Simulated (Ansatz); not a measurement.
C10H10ClFZr (SMILES [F][Zr]12345678([Cl])([CH]9[CH]1[CH]2[CH]3[CH]94)[CH]1[CH]5[CH]6[CH]7[CH]18)

```xyz
23

F     0.6318   -0.3217   -2.3323
Zr    0.3061   -0.4627   -0.4291
Cl    1.2281   -2.6522    0.0466
C    -2.0294   -0.6365   -1.4118
C    -2.0096    0.4778   -0.5476
C    -1.8573   -0.0038    0.7772
C    -1.7434   -1.4017    0.7192
C    -1.8439   -1.7927   -0.6390
C     0.7635    1.8014    0.5475
C     1.6724    1.6608   -0.5176
C     2.5781    0.6323   -0.1871
C     2.2444    0.1531    1.0961
C     1.1172    0.8624    1.5495
H    -2.0883   -0.5979   -2.4886
H    -2.1230    1.5110   -0.8414
H    -1.8317    0.5995    1.6718
H    -1.5802   -2.0651    1.5553
H    -1.7556   -2.8016   -1.0116
H    -0.0493    2.5101    0.5992
H     1.6453    2.2020   -1.4514
H     3.3659    0.2530   -0.8207
H     2.7369   -0.6528    1.6167
H     0.6220    0.7253    2.4993
```

Geometry: PBE0-D4/def2-TZVP; core potentials replace the inner electrons of Zr.

These are results of RKS PBE0-D4/def2-TZVPP (Ansatz), not measurements.

### What will maps of the electron density and electron localisation function show?

C–C (1.40 Å): ρ at the midpoint is about 2.1 e/Å³; the ELF peaks at about 0.95 between the atoms; a covalent bond.
C–H (1.08 Å): ρ is about 2.1 e/Å³ halfway; the ELF climbs to about 1 towards the hydrogen, as it does in any bond to H: an ordinary covalent bond to hydrogen.

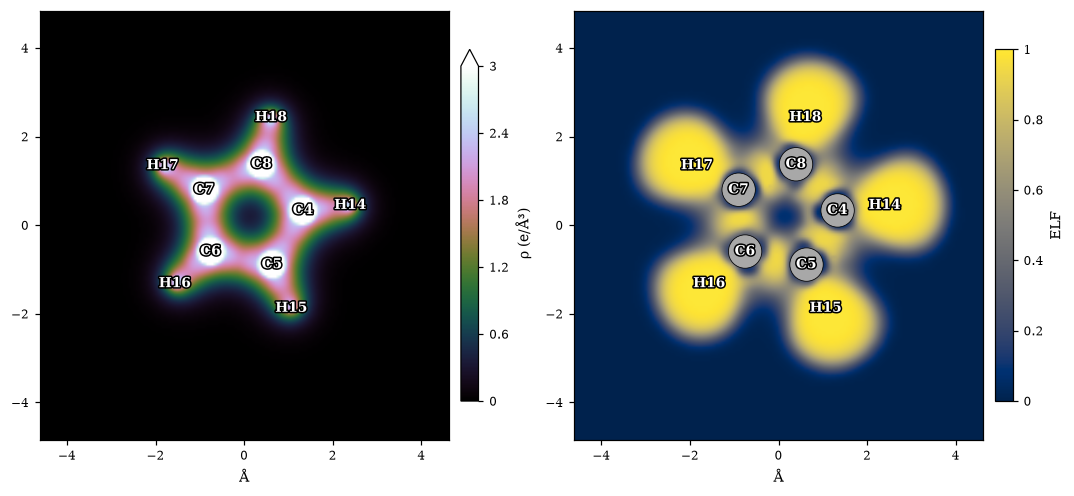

Computed electron density and electron localisation function on the plane of atoms C8, C7 and H17, in this order. Grey discs cover the atomic cores in the ELF map. 
